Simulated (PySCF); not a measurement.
# C₃H₈B, doublet, SMILES `B[C](C)C`: electronic structure

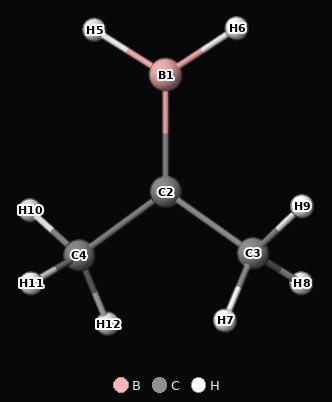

The molecule, with its atoms numbered as below. No frequency check shows the geometry to be a minimum.

Cartesian coordinates (Å):

```
B1      -0.0192    1.6436   -0.0000
C2      -0.0015    0.1313    0.0000
C3       1.2587   -0.6614    0.0067
C4      -1.2431   -0.6898   -0.0067
H5      -1.0392    2.2207    0.0155
H6       0.9889    2.2437   -0.0155
H7       1.1791   -1.5370    0.6537
H8       1.4635   -1.0337   -1.0021
H9       2.1082   -0.0571    0.3137
H10     -2.1061   -0.1050   -0.3137
H11     -1.4394   -1.0666    1.0021
H12     -1.1436   -1.5633   -0.6538
```

Part 1: Bonding charge

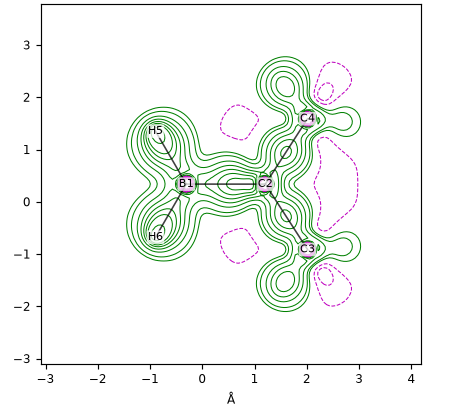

Deformation density (molecule less spherical, spin-averaged free atoms) in the plane of B1, C2, C3, C4, H5 and H6; contours at ±0.05 to ±0.8 e/Å³; solid green lines: gain, dashed magenta lines: loss.

Computed with PySCF, r2SCAN/cc-pVTZ, geometry: GFN2-xTB. The stability of the open-shell solution wasn't checked. GFN2-xTB doesn't know the spin state, so this open-shell geometry is rough.

Q: How much density has each bond in this plane gained at its critical point, relative to the free atoms?

A: C2–C4 and C2–C3: +0.53 e/Å³ at the bond critical point (bond length 1.49 Å, Mayer order 1.0). B1–H5 and B1–H6: +0.47 e/Å³ at the bond critical point (bond length 1.17 Å, Mayer order 1.0). B1–C2: +0.45 e/Å³ at the bond critical point (bond length 1.51 Å, Mayer order 1.3). In all, 2.6 electrons gather in the regions of gain relative to the promolecule.

Q: Where do the Hirshfeld charges lie?

A: The highest Hirshfeld charge is on B1 (+0.06 e), the lowest on C3 and C4 (−0.11 e).

| atom | charge (e) |
| --- | --- |
| B1 | +0.06 |
| C2 | +0.02 |
| C3 | −0.11 |
| C4 | −0.11 |
| H5 | −0.07 |
| H6 | −0.07 |
| H7 | +0.04 |
| H8 | +0.05 |
| H9 | +0.05 |
| H10 | +0.05 |
| H11 | +0.05 |
| H12 | +0.04 |

Part 2: Bond critical points

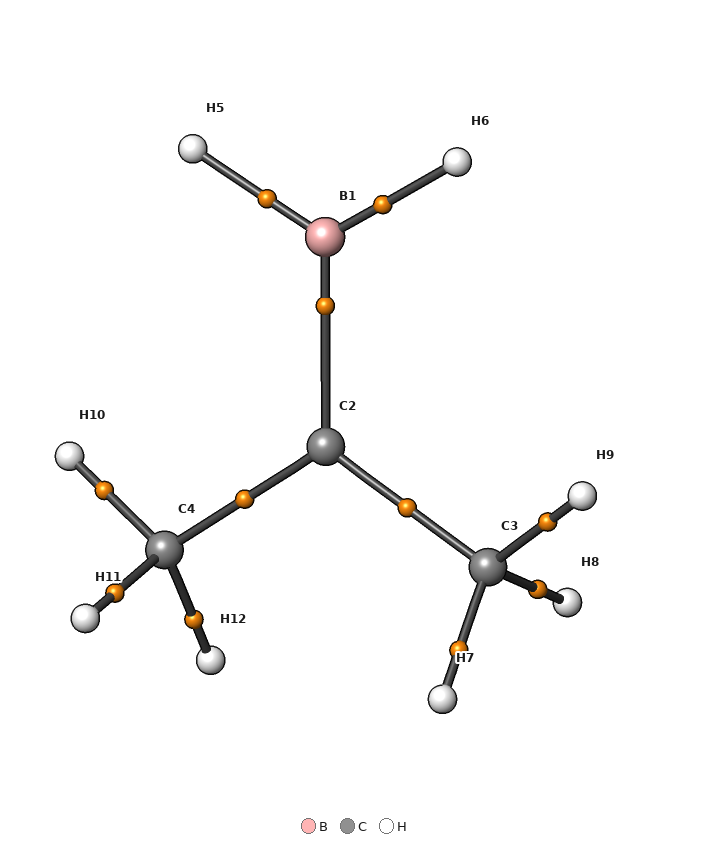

Molecular graph of the electron density (QTAIM): bond paths, bond critical points (orange), ring points (yellow, if any); weak paths are dashed.

Q: How many critical points of each kind are there, and does the count close?

A: 12 nuclei, 11 bond, 0 ring and 0 cage critical points: 12 − 11 + 0 − 0 = 1, as the Poincaré–Hopf relation requires.

Q: What does the calculation give at each kind of bond critical point?

A:
| bond | length (Å) | ρ (a.u.) | ∇²ρ (a.u.) | ε | H (a.u.) |
| --- | --- | --- | --- | --- | --- |
| C3–H9 (2 alike) | 1.087 | 0.287 | −1.11 | 0.01 | −0.325 |
| C3–H7 (2 alike) | 1.092 | 0.281 | −1.07 | 0.01 | −0.315 |
| C3–H8 (2 alike) | 1.095 | 0.276 | −1.03 | 0.00 | −0.307 |
| C2–C4 (2 alike) | 1.489 | 0.266 | −0.72 | 0.02 | −0.250 |
| B1–C2 | 1.512 | 0.194 | −0.04 | 0.13 | −0.205 |
| B1–H5 (2 alike) | 1.172 | 0.186 | −0.26 | 0.22 | −0.205 |

Q: What kind of interaction is C3–H8?

A: Shared-shell (covalent): ρ = 0.276, ∇²ρ = −1.03, H = −0.307 a.u.

Part 3: Local ionisation energy

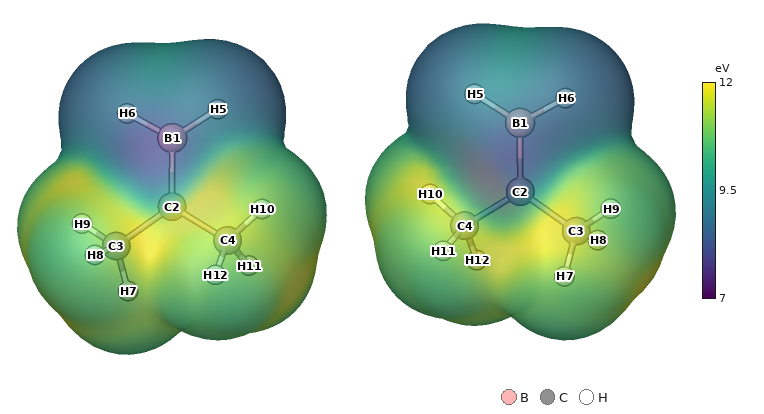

Average local ionisation energy on the surface of electron density 0.001 a.u. (back view left, front view right).

Q: Where are the most loosely bound electrons on this surface?

A: The lowest value is 7.9 eV, over B1, off the plane of its three bonds (2.0 Å), and at like points elsewhere. Further minima include 8.6 eV, 1.5 Å from H6, and at like points elsewhere; 10.3 eV, 1.4 Å from H7, and at like points elsewhere. For comparison, the highest occupied orbital lies at −5.8 eV.

Q: What volume does the surface enclose, and what is the dipole moment?

A: About 109 Å³; the dipole moment is 2.1 D.

Part 4: Spin density

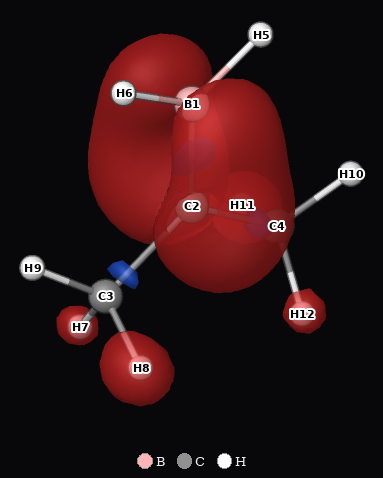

Spin density ρα − ρβ at ±0.03 e/Å³ (red: excess α, blue: excess β).

Q: Give the atomic spin populations that go with this picture.

A: Hirshfeld spin populations: C2 +0.51 and B1 +0.27. ⟨S²⟩ = 0.76, against 0.75 for a pure state.

Part 5: In an electric field

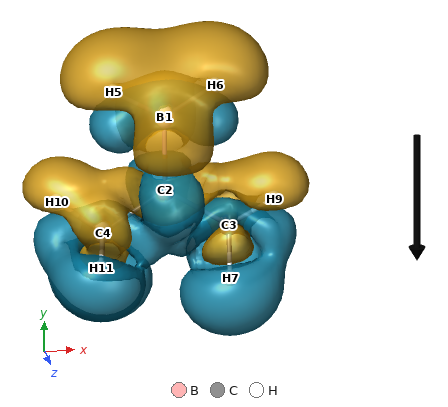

Change of the electron density in a uniform field of 0.26 V/Å along −y (arrow), surfaces at ±0.001 e/Å³ (yellow: gain, teal: loss).

Method: ωB97X/6-311+G**; geometry: GFN2-xTB; program: PySCF. The basis has diffuse s and p functions alone, which still leaves polarisabilities too small, most of all across bonds. The stability of the open-shell solution wasn't checked. GFN2-xTB doesn't know the spin state, so this open-shell geometry is rough.

Q: How large is the response?

A: The induced dipole is 0.82 D (along the field); α along this axis, from the fields in both directions, is 64 bohr³ (9.5 Å³).

Q: Which atoms gain and lose the most charge?

A: Electrons gather most on B1 (Hirshfeld charge changes by −0.017 e) and leave H7 and H12 alike most (+0.009 e); 0.074 electrons are displaced in all.

Part 6: Removing or adding an electron

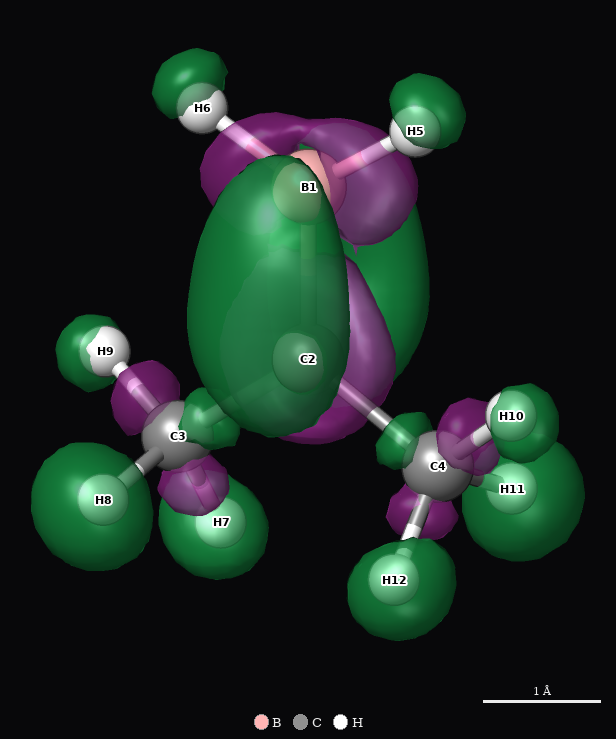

Fukui function f⁻ = ρ(N) − ρ(N−1) at fixed geometry, surfaces at ±0.03 e/Å³ (green positive, purple negative).

Level of theory: BLYP/6-311+G** (PySCF), at a geometry from GFN2-xTB. GFN2-xTB doesn't know the spin state, so this open-shell geometry is rough.

Q: On which atoms does the density change most on removal of an electron?

A: f⁻ (Hirshfeld-condensed) is largest on B1 (0.20) and C2 (0.20); the vertical ionisation energy is 8.46 eV (to the singlet cation, which needn't be its lowest state). Condensed values hint at sites of electrophilic attack but needn't mark the atom that reacts. Shares this close don't rank the sites. Orbital relaxation makes it negative in places (0.19 e in all).

```
atom     f⁻  charge
  B1  +0.20   +0.06
  C2  +0.20   +0.01
  C3  +0.06   −0.09
  C4  +0.06   −0.09
  H5  +0.06   −0.08
  H6  +0.06   −0.08
  H7  +0.06   +0.04
  H8  +0.08   +0.05
  H9  +0.04   +0.04
 H10  +0.04   +0.04
 H11  +0.08   +0.05
 H12  +0.06   +0.04
```

The PySCF runs shown took 3.3 min, 85 s and 61 s on 1 thread of Arm Neoverse V1, with other jobs on the host.
